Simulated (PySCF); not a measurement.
# Excited-state calculation, with input and output: C₅H₉NSi

C₅H₉NSi, computed with TDDFT wB97X-D/def2-SVPD, vertical, gas phase, core orbitals frozen in the response (PySCF 2.14.0).

The geometry comes from this level: PBE0-D3(BJ)/def2-SVP. It belongs to a series of runs on one base structure; here: constitutional isomer.

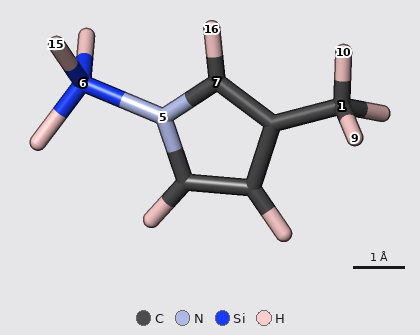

Figure 1. The input geometry (stick view, seen at a tilt; atoms are numbered from 1 in the order of the input). Bond lengths as drawn: C–C 1.37 to 1.49 Å, C–H 1.09 to 1.10 Å, C–N 1.38 Å, H–Si 1.49 Å and N–Si 1.77 Å.

## Key numbers

| quantity | value |
| --- | --- |
| outcome | converged |
| total energy | −539.848234 hartree |
| HOMO | −7.91 eV |
| LUMO | 1.93 eV |
| dipole moment | 1.01 D |
| mean polarisability | 92.35 a.u. |
| vertical ionisation energy | 7.99 eV |
| lowest singlet excitation | 5.92 eV |
| hardware | 1 CPU thread, shared host |
| wall time | 2.5 min |
| peak memory | 0.96 GiB |

## Input file
```
{"job": {"kind": "uv", "xc": "wB97X-D", "basis": "def2-SVPD", "ip": true, "dynamic": true}, "charge": 0, "multiplicity": 1}
C     -2.236327    -0.011896    -0.266505
C     -0.790554    -0.354283    -0.412963
C     -0.202567    -1.654075    -0.314965
C      1.147962    -1.516697    -0.518147
N      1.431108    -0.184572    -0.743629
Si     3.040787     0.511462    -0.961123
C      0.242524     0.517173    -0.674728
H     -2.626247    -0.320315     0.716944
H     -2.851456    -0.516417    -1.029391
H     -2.403037     1.070360    -0.367045
H     -0.726422    -2.588961    -0.121254
H      1.938397    -2.265364    -0.528967
H      3.484857     1.237369     0.264555
H      3.956451    -0.627579    -1.243048
H      3.003402     1.468074    -2.103230
H      0.217085     1.596442    -0.822546
```

The first line tells a small driver script what to run in PySCF; the rest is the geometry in Å.

Launch command:
```bash
OMP_NUM_THREADS=1 python <driver script> task.json out
```

## What the program printed
```
coarse grid: 13696 points
cycle   1  E = -539.7392362948  dE =  1.104e+00  |g| = 3.163e-01  |ddm| = 7.201e+00
cycle   2  E = -539.7566566877  dE = -1.742e-02  |g| = 2.456e-01  |ddm| = 1.432e+00
cycle   3  E = -539.7719047127  dE = -1.525e-02  |g| = 5.832e-02  |ddm| = 6.389e-01
cycle   4  E = -539.7726566549  dE = -7.519e-04  |g| = 3.020e-02  |ddm| = 1.851e-01
cycle   5  E = -539.7728618524  dE = -2.052e-04  |g| = 5.153e-03  |ddm| = 6.258e-02
cycle   6  E = -539.7728684843  dE = -6.632e-06  |g| = 1.673e-03  |ddm| = 1.745e-02
final grid: 127312 points
cycle   7  E = -539.8482232561  dE = -8.780e-05  |g| = 7.132e-03  |ddm| = 1.977e-01
cycle   8  E = -539.8482211701  dE =  2.086e-06  |g| = 8.087e-03  |ddm| = 2.832e-02
cycle   9  E = -539.8482341840  dE = -1.301e-05  |g| = 6.850e-04  |ddm| = 9.931e-03
cycle  10  E = -539.8482342759  dE = -9.194e-08  |g| = 4.570e-04  |ddm| = 2.976e-03
cycle  11  E = -539.8482343311  dE = -5.515e-08  |g| = 5.246e-05  |ddm| = 1.175e-03
cycle  12  E = -539.8482343323  dE = -1.245e-09  |g| = 1.754e-05  |ddm| = 2.136e-04
cycle  13  E = -539.8482343325  dE = -1.598e-10  |g| = 6.886e-06  |ddm| = 8.342e-05
```

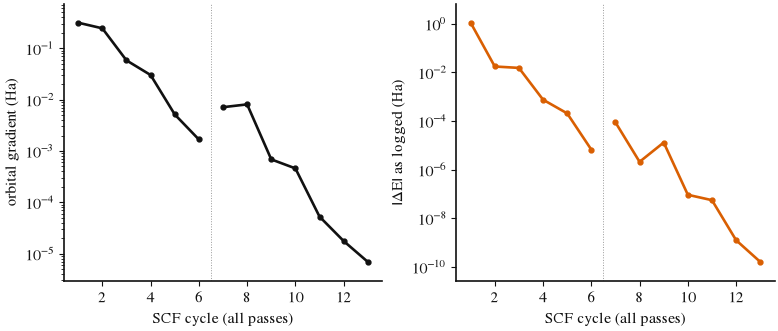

Figure 2. Convergence of the self-consistent field: orbital gradient and size of the energy change against the SCF cycle. The dotted line marks the change from a coarse to the final integration grid. The first 6 cycles use a coarse grid, the final grid takes over at cycle 7, and the field converges after 13 cycles in all.

```
converged SCF energy = -539.8482343325

Static polarisability (au): isotropic 92.347, principal 67.165 91.806 118.069

Singlet excitations
state   eV       nm        f      main configurations
  1   5.9166    209.6   0.00107   H->L 0.93
  2   6.1685    201.0   0.09268   H->L+2 0.72, H->L+1 0.15
  3   6.3296    195.9   0.01178   H-1->L+2 0.41, H->L+3 0.20
  4   6.6085    187.6   0.01289   H->L+4 0.36, H->L+1 0.29, H->L+5 0.12
  5   6.6199    187.3   0.00360   H-1->L 0.84
  6   6.8505    181.0   0.06513   H->L+3 0.69, H->L+5 0.08
  7   7.0905    174.9   0.00390   H->L+1 0.46, H->L+4 0.38
  8   7.1892    172.5   0.26131   H->L+5 0.49, H-1->L+1 0.10, H-1->L+2 0.09
  9   7.2454    171.1   0.14638   H->L+6 0.30, H-1->L+4 0.21, H-1->L+2 0.14
 10   7.3640    168.4   0.01548   H-1->L+3 0.38, H->L+6 0.34, H-1->L+4 0.10

Triplet excitations (Tamm-Dancoff, eV): 4.2365 5.2152 5.8830 5.9423
Vertical ionisation energy (delta-SCF) = 7.9873 eV
```

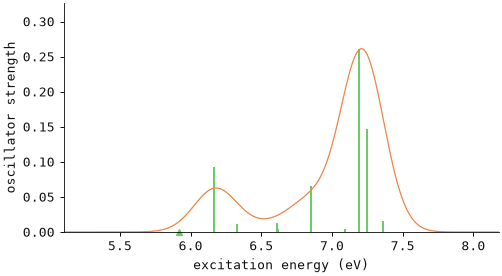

Figure 3. Computed excitations as sticks (degenerate states added up, dark ones marked on the axis), with a Gaussian envelope of 0.35 eV full width at half maximum, scaled to the tallest. Of the 10 states the lowest lies at 5.92 eV (f = 0.001); the strongest line is at 7.19 eV, or 172 nm (f = 0.261).

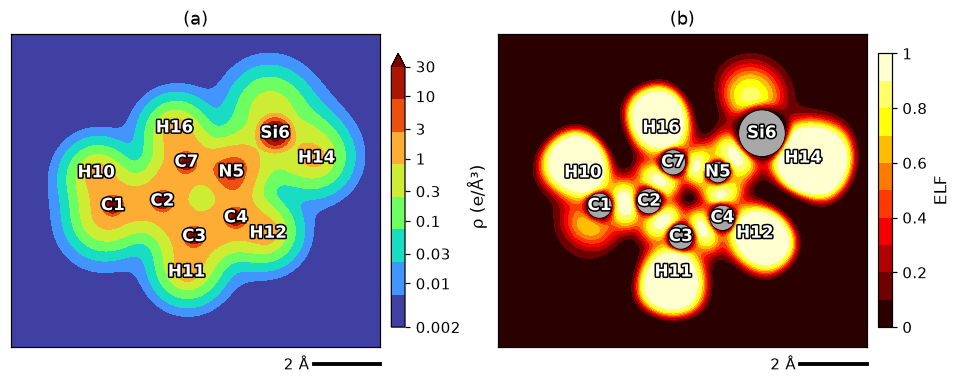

Figure 4. (a) electron density; (b) electron localisation function on the plane of atoms C3, C2 and C7. Grey discs, where drawn, cover atomic cores. Atoms in the plane: C, N, Si and H. C–N (1.38 Å): ρ at the midpoint is about 2.2 e/Å³; the ELF peaks at about 0.90 between the atoms, which marks a shared electron pair. C–H (1.09 Å): ρ is about 2 e/Å³ halfway; the ELF climbs to about 1 towards the hydrogen, as it does in any bond to H; a covalent bond by its length. C–C (1.43 Å): ρ at the midpoint is about 1.9 e/Å³; the ELF peaks at about 0.95 between the atoms, which marks a covalent bond.

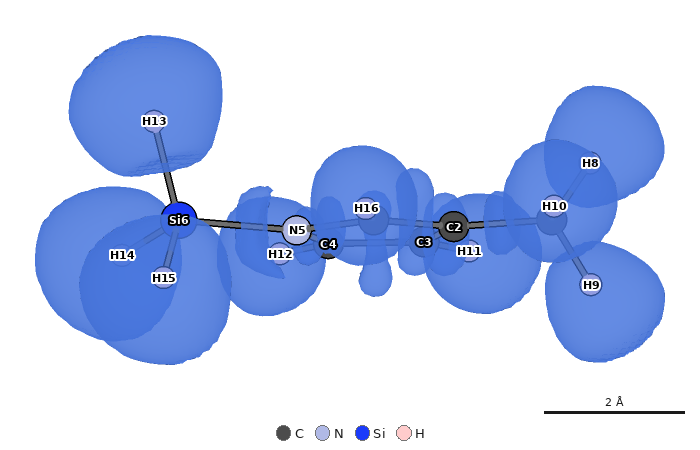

Figure 5. Isosurface of the electron localisation function at 0.85 (blue), seen from the side. Only the valence region is drawn (cores and ρ < 0.01 e/Å³ removed). The ELF exceeds this value in four regions between bonded C–C atoms (shared pairs), two regions between bonded C–N atoms (shared pairs), one region between bonded N–Si atoms (shared pairs) and nine regions around hydrogen nuclei. Profiles from the grid: C–C (1.37 Å): the ELF peaks at about 0.95 between the atoms, which marks a covalent bond. C–N (1.38 Å): the ELF peaks at about 0.90 between the atoms, which marks localised, shared-pair bonding.
